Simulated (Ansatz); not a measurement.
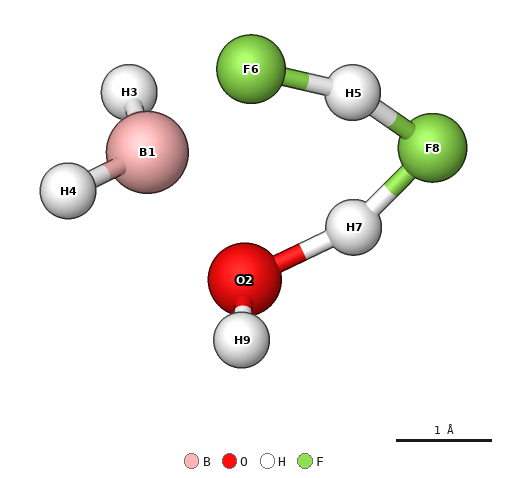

BH5OF2 (coarse preliminary run), before the saddle-point search. A ball-and-stick model, seen face on.

The reaction that was planned forms B1–F6, H5–F8, O2–H7 and breaks B1–O2, H5–F6, H7–F8 (atoms numbered from 1 in input order).

Computed with RKS PBE0-D4/def2-SVP in Ansatz.

Input file:
```yaml
crystal:
  periodic: [false, false, false]
  atoms:
    - {symbol: B, position_ang: [0.010141, -1.073366, -0.105448]}
    - {symbol: O, position_ang: [-0.082241, 0.331805, -1.133663]}
    - {symbol: H, position_ang: [-1.113072, -1.474942, 0.030131]}
    - {symbol: H, position_ang: [0.968542, -1.717865, -0.440498]}
    - {symbol: H, position_ang: [-0.070357, 0.763060, 1.266484]}
    - {symbol: F, position_ang: [0.435230, -0.320769, 1.332876]}
    - {symbol: H, position_ang: [-0.398398, 1.231378, -0.292677]}
    - {symbol: F, position_ang: [-0.563843, 1.741651, 0.784782]}
    - {symbol: H, position_ang: [0.813897, 0.519046, -1.442186]}
basis:
  gaussian: {orbitals: def2-SVP}
hamiltonian: {xc: pbe0, dispersion: d4}
saddle:
  f_tol: 0.04
  max_steps: 70
  order_check: false
  mode_guess:
    - [0.3063, -0.3574, 1.4468]
    - [-0.3017, 1.5134, 0.0718]
    - [0.0000, 0.0000, 0.0000]
    - [0.0000, 0.0000, 0.0000]
    - [-0.8343, 1.7223, -0.4578]
    - [0.1688, -1.3533, -0.8017]
    - [0.3861, -1.1315, -1.5567]
    - [0.2748, -0.3935, 1.2976]
    - [0.0000, 0.0000, 0.0000]
```

Predict the outcome.

The search converged after 16 steps with a largest force component of 0.0043 eV/Å and a curvature of −0.12 eV/Å² along the mode that it followed. The largest move after the best rigid fit is that of B1, 0.17 Å. By element the largest moves are B 0.17 Å, O 0.14 Å, H 0.14 Å, F 0.12 Å. Among the contacts that change: B1–O2 1.744 → 1.444 Å, H5–F6 1.198 → 1.010 Å, H7–F8 1.204 → 1.024 Å, H5–F8 1.197 → 1.357 Å. New bonds form: B1–O2 (1.74 → 1.44 Å). Among the angles between lasting bonds that change: H3–B1–H4 126.7° → 121.5°. The run took about 4 core-minutes on a shared host.

Final geometry:

```xyz
9

B     0.0099   -0.9404   -0.2161
O    -0.0211    0.2463   -1.0390
H    -1.0923   -1.3614    0.0356
H     0.9369   -1.6861   -0.4269
H    -0.0154    0.6366    1.2794
F     0.4519   -0.2576    1.3200
H    -0.4590    1.2468   -0.1951
F    -0.6373    1.6983    0.7060
H     0.8262    0.4174   -1.4641
```

The end point in the same view:

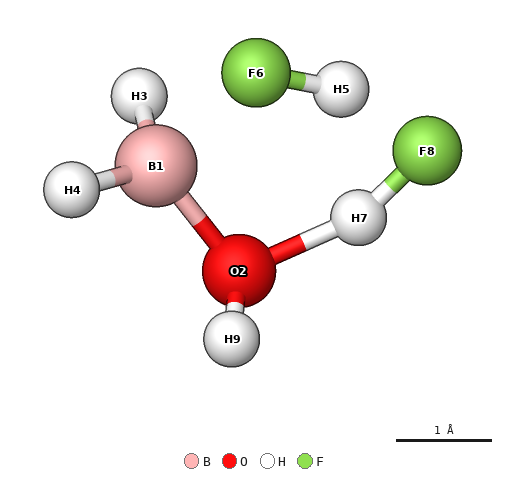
